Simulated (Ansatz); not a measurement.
# Lattice dynamics of WS2 monolayer (2H), part 3 of 3

How does WS2 monolayer (2H) vibrate, and is this structure a minimum?

Ansatz 0.2.0; DFT PBEsol, scalar-relativistic, plane waves, PAW.

So far. Step 4 (Tight relaxation): The largest force component left is 0.062 meV/Å, within the tolerances set. Step 5 (Zone-centre response): Before it was imposed, the acoustic sum rule was missed by 1.3e-4 eV/Å² and the charge sum rule by 7.3e-4 e. Small misses are needed for a sound result but don't prove that mesh and cutoff are converged. The lowest optical mode is real, 295 cm⁻¹.

### Step 6. The dispersion

Stability and thermal properties need the whole zone. Linear response on a 6×6×1 q mesh gives force constants as far as a supercell of that size would, and the tensors from the zone-centre run are typed in so that the long-range dipole term is interpolated apart.

input.yaml reads:

```yaml
crystal:
  lattice:
    - [3.1456668294, 0.0, 0.0]
    - [-1.5728334147, 2.7242273861, 0.0]
    - [0.0, 0.0, 30.0]
  atoms:
    - { symbol: W, position: [0.3333333333, 0.6666666667, 0.3333333333] }
    - { symbol: S, position: [0.6666666667, 0.3333333333, 0.3855613027] }
    - { symbol: S, position: [0.6666666667, 0.3333333333, 0.281105364] }
  periodic: [true, true, false]
kpoints:
  mp_grid: { grid: [12, 12, 1] }
hamiltonian:
  xc: pbesol
scf:
  occupations: { method: fixed }
output:
  eigenvalues: true
phonons:
  method: dfpt
  qmesh: [6, 6, 1]
  temperatures: { t_max: 1000, t_step: 50 }
  qpath:
    path:
      - [0.0, 0.0, 0.0]
      - [0.5, 0.0, 0.0]
      - [0.33333333, 0.33333333, 0.0]
      - [0.0, 0.0, 0.0]
    npoints: 10
  isolated: true
  non_analytic_term:
    high_frequency_dielectric_tensor: [[3.5847, 0.0, 0.0], [0.0, 3.5847, 0.0], [0.0, 0.0, 1.1701]]
    born_effective_charges:
      - { species: W, tensor: [[-0.6427, 0.0, 0.0], [0.0, -0.6427, 0.0], [0.0, 0.0, -0.0609]] }
      - { species: S, tensor: [[0.3213, 0.0, 0.0], [0.0, 0.3213, 0.0], [0.0, 0.0, 0.0304]] }
      - { species: S, tensor: [[0.3213, 0.0, 0.0], [0.0, 0.3213, 0.0], [0.0, 0.0, 0.0304]] }
    source: "zone-centre run at this cell"
```

The run is started by

```bash
$ ansatz run input.yaml --threads 8 --pin off --max-ram 14336MiB --backend cpu --events-out ev --progress --plain --runs-dir out
```

Numbers of over 12 decimals in the logs are rounded to 6 here.

The log of the run:

```text
Warning: phonons: the dynamical matrix that this run interpolates holds no multipole term above the dipole-dipole one, and a site of this crystal is no centre of inversion, so its interpolated transverse optical and acoustic branches and sound speeds can stay off near Gamma, and the density of states and the thermodynamics with them. What a run solves at a wave vector of phonons.qpoints, Gamma apart, where the deck admits one, is free of this, and under fd what a larger phonons.supercell samples
[...]
Crystal: 3 atoms, lattice volume = 257.085 Å³
Basis set: ecut = 420 eV, 4961 PW (Γ), exchange–correlation on 48×48×432 points (8 copies of the dense FFT grid, shifted against one another)
Bands: 17, of which v1, the nominal top of the filled ones, is band 13 counted from 1 (12 counted from 0)
Symmetry: 12 space group operations
k-points: 19 of 144 (time reversal used)
[...]
SCF iter   1: F=—  HF=-12029.063171 eV  |F-HF|=—  |Δ(HF+E_count)|=         —  Δρ=4.39e-3  dr2=1.17e-1  ethr=1.77e-3  ⟨swp⟩=8.1  Hψ=2253  notcnv=0  defer=36
[...]
SCF iter  10: F=-12029.054638 eV  HF=-12029.054638 eV  |F-HF|=3.27e-11  |Δ(HF+E_count)|=  7.84e-10  Δρ=6.85e-8  dr2=8.74e-12  ethr=1.00e-12  ⟨swp⟩=18.3  Hψ=4185  notcnv=0
SCF 1 converged in 10 iterations: F = -12029.054638 eV  dr2 = 8.74e-12
[...]
NSCF: frozen V_eff on 19 k-points
[...]
DFPT response loops at q = (0, 0, 0) (fractional): preconditioner auto → none (the input reference at scf.mixing.eps_inf says where Resta's filter doesn't serve); β = 0.50; Broyden in place of MSR1
[...]
SCF converged after 10 iterations
Free energy (F): -12029.054638 eV
[...]
Internal energy: -12029.054638 eV  (E = F + TS)
E sigma→0 (E₀):  -12029.054638 eV
Fermi energy:    -5.739784 eV
[...]
--- Band table (eV; the first three rows and the last of 19) ---
  k-point 0: bands = [... 9 lower, -7.9210, -7.3087, -7.3087, -5.8656, -2.7492, -2.7492, -2.5717, -2.5717]
  k-point 1: bands = [... 9 lower, -8.3147, -7.4982, -7.1239, -5.9145, -2.8848, -2.8604, -2.6825, -2.5254]
  k-point 2: bands = [... 9 lower, -8.1453, -7.9378, -7.1262, -6.1607, -3.3443, -2.9205, -2.8559, -2.0154]
  k-point 18: bands = [... 9 lower, -9.6373, -9.0475, -8.1386, -5.7398, -3.8033, -2.4359, -1.5749, 0.0271]
--- Phonons (Γ-DFPT): 4 representative perturbations + reference (Σ response iterations 19) ---
  ASR residual: 1.005e-4 → 0.000e0 eV/Å²; symmetrization residual: 8.083e-6 eV/Å²
  ASR residual per site (eV/Å²): 6.83e-5 1.00e-4 1.00e-4
  Γ frequencies (cm⁻¹): 0.00 0.00 0.00 295.28 295.28 355.56 355.56 416.16 437.85
--- Phonons (arbitrary-q DFPT): 7 irreducible q on the 6×6×1 mesh ---
  q = [0.0000, 0.0000, 0.0000] (star 1, of the zone-centre solve; hermiticity 4.82e-7, symmetrization 3.40e-13): -0.00 0.00 0.00 295.28 295.28 355.56 355.56 416.16 437.85
  q = [0.0000, 0.1667, 0.0000] (star 6, 6 solved perturbations on 78 of 144 k-point pairs; hermiticity 4.85e-7, symmetrization 1.45e-9): 39.18 69.47 106.35 303.23 316.82 352.31 354.54 412.26 417.09
[...]
q = [0.1667, 0.1667, 0.0000] (star 6, 4 solved perturbations in 444 linear systems a pass and spin channel, the states on 144 of 144 k-point pairs; hermiticity 4.72e-7, symmetrization 2.76e-10): 89.55 118.48 149.05 315.99 339.41 348.45 354.75 386.52 407.44
[...]
sum rule: each row above includes the acoustic sum rule's correction from the zone centre's row sums; it moved no ω² by more than (0.92 cm⁻¹)²
  mesh force constants: q→R imaginary residual 7.78e-19; ASR residual 1.005e-4 → 0.000e0 eV/Å²; symmetrization residual 3.908e-14 eV/Å²
  interpolated dispersion: 31 rows × 9 modes
  density of states and harmonic sums: on the 24×24×1 q-mesh, interpolated from the force constants of a 6×6×1 supercell (with the dipole–dipole term of supplied tensors)
  largest difference from the sums on the solved wave vectors: F 2.72e-2 eV, S 3.39e-5 and C_V 6.73e-6 eV/K
  zero-point energy: 0.156693 eV/cell   skipped modes (ω ≤ 0): 3   left out of the sums: 5.79e-4 of the cell's modes: C_V's classical limit lies that fraction below 3 k_B per atom; for a crystal, a wire or a layer, F and S can be off by more, and a phonons.interpolated_qmesh denser along its periods is the remedy for the sampling
```

Run time: 3.7 min. Hardware: 8 threads of Arm Neoverse V1, shared host; peak memory 1.9 GiB; 28 min of CPU time.

This step gave:

| Item | Value |
| --- | --- |
| sum-rule residual before enforcement | 1.00e-4 eV/Å² |
| lowest frequency on the path | 0 cm⁻¹ |
| highest frequency on the path or at a solved wavevector | 437.9 cm⁻¹ |
| mean frequency | 280.9 cm⁻¹ |
| lowest mode on the q mesh (acoustic modes at Γ apart) | 39.18 cm⁻¹ |
| zero-point energy per atom | 52.23 meV |
| heat capacity at 300 K | 21.09 J/(mol atoms K) |
| vibrational entropy at 300 K | 22.99 J/(mol atoms K) |
| edges of the widest gap between branches, on path and mesh | 183.7, 295.3 cm⁻¹ |

Frequencies (cm⁻¹) solved at each irreducible wavevector; negative means imaginary. Frequencies by wavevector, by row:

```
q in reciprocal lattice units  star  mode 1  mode 2  mode 3  mode 4  mode 5  mode 6  mode 7  mode 8  mode 9
                        0 0 0     1       0       0       0   295.3   295.3   355.6   355.6   416.2   437.9
                   0 0.1667 0     6    39.2    69.5   106.3   303.2   316.8   352.3   354.5   412.3   417.1
                   0 0.3333 0     6   108.8   116.2   165.2   315.6   345.3   347.4   358.8   376.4   407.4
                     0 -0.5 0     3   130.2   141.8   177.7   320.6   342.3   347.1   366.4   368.6   404.8
              0.1667 0.1667 0     6    89.5   118.5   149.1     316   339.4   348.4   354.8   386.5   407.4
              0.1667 0.3333 0    12     136   144.7   170.5   330.5   347.3   347.8   360.4   364.5     400
              0.3333 0.3333 0     2   143.9   147.1   183.7   337.3   349.2     352   357.1   361.3   392.4
```

Interpolated from a 6×6×1 q mesh, with the LO-TO term (at Γ the limit along the path; where Γ stands inside the path, tables give the limit on arrival). The phonon branches at the labelled points (cm⁻¹):

```
point  branch 1  branch 2  branch 3  branch 4  branch 5  branch 6  branch 7  branch 8  branch 9
    Γ         0         0         0       295       295       356       356       416       438
    M       130       142       178       321       342       347       366       369       405
    K       144       147       184       337       349       352       357       361       392
    Γ         0         0         0       295       295       356       356       416       438
```

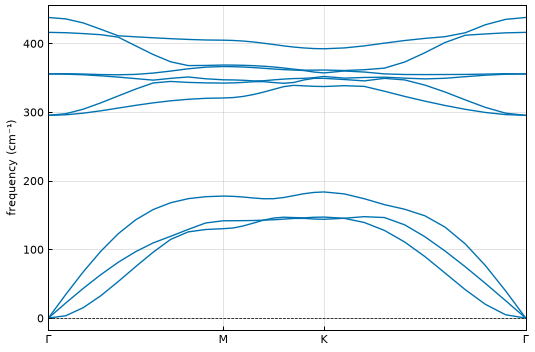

Phonon branches along the path.

The phonon density of states has structure finer than the step of the table below, so its rows give means over 25 cm⁻¹, whole bins alone (the curve runs from 2.5 to 438 cm⁻¹). Peaks (cm⁻¹: height): 142.5: 0.0637, 172.5: 0.0458, 347.5: 0.207, 407.5: 0.0705.

Tetrahedra on a 24×24×1 mesh, mean over bins of 5 cm-1. Interpolated from a 6×6×1 q mesh. Phonon density of states against wavenumber; means over each step:

```
wavenumber (cm⁻¹)  phonon density of states (1/cm⁻¹/cell)
               25                                 0.00398
               50                                 0.00618
               75                                 0.00911
              100                                  0.0141
              125                                  0.0302
              150                                  0.0327
              175                                  0.0225
              200                                       0
              225                                       0
              250                                       0
              275                                       0
              300                                  0.0138
              325                                  0.0346
              350                                   0.108
              375                                  0.0321
              400                                  0.0425
              425                                 0.00907
```

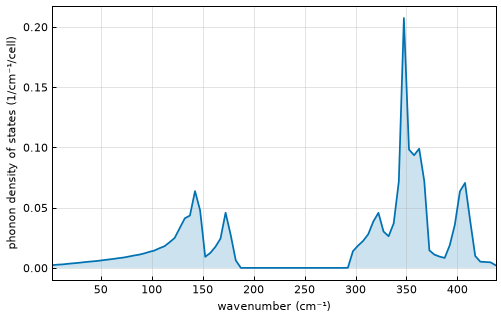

Phonon density of states, plotted against wavenumber.

The partial phonon density of states has structure finer than the step of the table below, so its rows give means over 50 cm⁻¹, whole bins alone (the curve runs from -10 to 461 cm⁻¹). Peaks (cm⁻¹: height): S 348.4: 0.138, 404.7: 0.0592; W 144.0: 0.0482, 173.7: 0.0330, 348.4: 0.0194.

Phonopy on the run's constants, 21x21x1 mesh, Gaussian sigma 3.4 cm-1. Interpolated from a 6×6×1 q mesh. Table of partial phonon density of states by wavenumber; means over each step; values in 1/cm⁻¹/cell:

```
wavenumber (cm⁻¹)        S        W
               50  0.00171  0.00456
              100  0.00375   0.0114
              150  0.00581   0.0273
              200   6.1e-4  0.00332
              250        0        0
              300   0.0163   1.4e-4
              350   0.0666  0.00851
              400   0.0239  0.00335
```

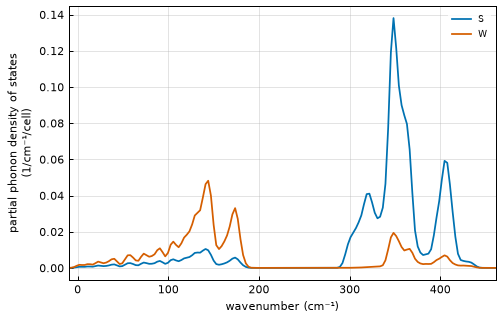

Partial phonon density of states, plotted against wavenumber.

Harmonic thermodynamic functions per atom, from the density of states. Interpolated from a 6×6×1 q mesh. Thermodynamic functions, by row:

```
T (K)  F_vib (meV/atom)  S (J/mol-atom/K)  C_V (J/mol-atom/K)
    0             52.23                 0                   0
  100              49.9             5.899               8.932
  200             38.99              15.1               17.54
  300             19.09             22.99               21.09
  400             -8.13              29.3               22.64
  500            -41.24             34.45               23.42
  600            -79.24             38.76               23.87
  700            -121.4             42.46               24.14
  800            -167.1              45.7               24.32
  900              -216             48.57               24.45
 1000            -267.7             51.15               24.54
```

Symmetry leaves 7 wavevectors to solve. The lowest mode among them, the acoustic zeros apart, lies at q = (0, 0.167, 0) and is real, 39.2 cm⁻¹.

### Step 7. Another isotope, element S, natural mass 32.06 amu

An isotope changes the mass and not the force constants, so no new electronic calculation is needed; the shifts show which modes move this element.

The same force constants with the mass of S changed from 32.060 to 33.968 u (phonopy, no LO-TO term). Both lists are sorted by frequency; levels can cross, so a row need not hold one and the same mode. Modes under 3 cm⁻¹ are left out. Isotope shifts, by row:

```
         q  rank  natural mass (cm⁻¹)  changed mass (cm⁻¹)
     0 0 0     4                295.3                286.9
     0 0 0     5                295.3                286.9
     0 0 0     6                355.6                348.1
     0 0 0     7                355.6                348.1
     0 0 0     8                416.2                404.3
     0 0 0     9                437.9                428.6
0 0.1667 0     1                39.18                38.85
0 0.1667 0     2                69.47                68.94
0 0.1667 0     3                106.3                105.7
0 0.1667 0     4                303.2                294.6
0 0.1667 0     5                316.8                308.1
0 0.1667 0     6                352.3                344.9
0 0.1667 0     7                354.5                346.2
0 0.1667 0     8                412.3                  401
0 0.1667 0     9                417.1                408.2
0 0.3333 0     1                108.8                107.9
0 0.3333 0     2                116.2                115.4
0 0.3333 0     3                165.2                164.6
0 0.3333 0     4                315.6                306.6
0 0.3333 0     5                345.3                337.8
0 0.3333 0     6                347.4                337.9
0 0.3333 0     7                358.8                348.9
0 0.3333 0     8                376.4                368.2
0 0.3333 0     9                407.4                396.9
  0 -0.5 0     1                130.2                129.2
  0 -0.5 0     2                141.8                140.9
  0 -0.5 0     3                177.7                177.1
  0 -0.5 0     4                320.6                311.5
  0 -0.5 0     5                342.3                334.9
  0 -0.5 0     6                347.1                337.3
  0 -0.5 0     7                366.4                356.1
  0 -0.5 0     8                368.6                360.1
  0 -0.5 0     9                404.8                394.4
```

A mode of this element alone would shift by -2.85 %. The highest zone-centre frequency without the field goes from 437.9 to 428.6 cm⁻¹ (-2.1 %). The product of the frequency ratios over all optical modes at Γ is 0.860; the product rule, (m/m′)^(3k/2) (M′/M)^(3/2) with k = 2 such atoms and M the mass of the cell, gives 0.860.

### Step 8. Isotope substitution, element W, natural mass 183.84 amu

The same for W, from 183.84 to 185.95 u.

The same force constants with the mass of W changed from 183.840 to 185.954 u (phonopy, no LO-TO term). Both lists are sorted by frequency; levels can cross, so a row need not hold one and the same mode. Modes under 3 cm⁻¹ are left out. Isotope shifts, by row:

```
         q  rank  natural mass (cm⁻¹)  changed mass (cm⁻¹)
     0 0 0     4                295.3                295.3
     0 0 0     5                295.3                295.3
     0 0 0     6                355.6                  355
     0 0 0     7                355.6                  355
     0 0 0     8                416.2                416.2
     0 0 0     9                437.9                437.2
0 0.1667 0     1                39.18                39.02
0 0.1667 0     2                69.47                69.17
0 0.1667 0     3                106.3                105.9
0 0.1667 0     4                303.2                303.2
0 0.1667 0     5                316.8                316.8
0 0.1667 0     6                352.3                351.8
0 0.1667 0     7                354.5                354.2
0 0.1667 0     8                412.3                412.2
0 0.1667 0     9                417.1                416.5
0 0.3333 0     1                108.8                108.3
0 0.3333 0     2                116.2                115.8
0 0.3333 0     3                165.2                164.4
0 0.3333 0     4                315.6                315.6
0 0.3333 0     5                345.3                344.8
0 0.3333 0     6                347.4                347.3
0 0.3333 0     7                358.8                358.7
0 0.3333 0     8                376.4                  376
0 0.3333 0     9                407.4                407.2
  0 -0.5 0     1                130.2                129.6
  0 -0.5 0     2                141.8                141.1
  0 -0.5 0     3                177.7                176.8
  0 -0.5 0     4                320.6                320.6
  0 -0.5 0     5                342.3                341.9
  0 -0.5 0     6                347.1                347.1
  0 -0.5 0     7                366.4                366.4
  0 -0.5 0     8                368.6                368.3
  0 -0.5 0     9                404.8                404.5
```

A mode of this element alone would shift by -0.57 %. The highest zone-centre frequency without the field goes from 437.9 to 437.2 cm⁻¹ (-0.1 %). The product of the frequency ratios over all optical modes at Γ is 0.996; the product rule, (m/m′)^(3k/2) (M′/M)^(3/2) with k = 1 such atoms and M the mass of the cell, gives 0.996.

### Step 9. What came out

| Item | Value |
| --- | --- |
| space group after relaxation (within 0.01 Å) | P-6m2 |
| area per atom | 2.86 Å² |
| gap on the k-mesh | 1.94 eV |
| highest optical mode at the zone centre (no LO-TO term) | 438 cm⁻¹ |
| lowest optical zone-centre mode | 295 cm⁻¹ |
| largest Born charge (third of the trace) | -0.449 e |
| lowest mode on the q mesh (acoustic modes at Γ apart) | 39.2 cm⁻¹ |
| highest frequency on the path or at a solved wavevector | 438 cm⁻¹ |
| zero-point energy per atom | 52.2 meV |
| heat capacity at 300 K | 21.1 J/(mol atoms K) |
| vibrational entropy at 300 K | 23.0 J/(mol atoms K) |
| imaginary modes on the 6×6×1 q mesh | none |

In words: The structure is a minimum as far as tested: no mode is imaginary at the 7 irreducible wavevectors of the 6×6×1 mesh, and the softest away from the acoustic zeros lies at 39 cm⁻¹. Without the field, the optical modes at Γ span 295 to 438 cm⁻¹. The highest mode in this list at Γ, 437.9 cm⁻¹, is mostly motion of S (74 % of the kinetic energy). The strongest infrared line is at 356 cm⁻¹. Averaged over orientations, the strongest Raman line at 532 nm and 300 K is at 356 cm⁻¹. The tensors are the static, non-resonant ones, while 532 nm light (2.33 eV) lies above the computed gap. On the path and the mesh, the widest gap between branches runs from 184 to 295 cm⁻¹. In a sheet or slab the interpolated bending branch near Γ is rough, since the rotational sum rule isn't imposed. Dielectric tensors refer to the cell with its vacuum. The program warns that the interpolation holds no quadrupole term, so branches close to Γ can be off in this crystal. Spin-orbit coupling is left out, which can matter for the heavy elements here. The starting cell was built on a prototype and not taken from a measurement. These are harmonic frequencies at zero temperature: anharmonic shifts, linewidths and thermal expansion are left out.

[Logs are printed without paths, hosts, clocks, repeated set-up lines and the standing remarks that a program may print on its own settings, such as how far it seeks lower states.]

[Hosts, paths, dates, database ids (printed as entryN), source tags and the programs' standing remarks are cut or masked in the printed files.]
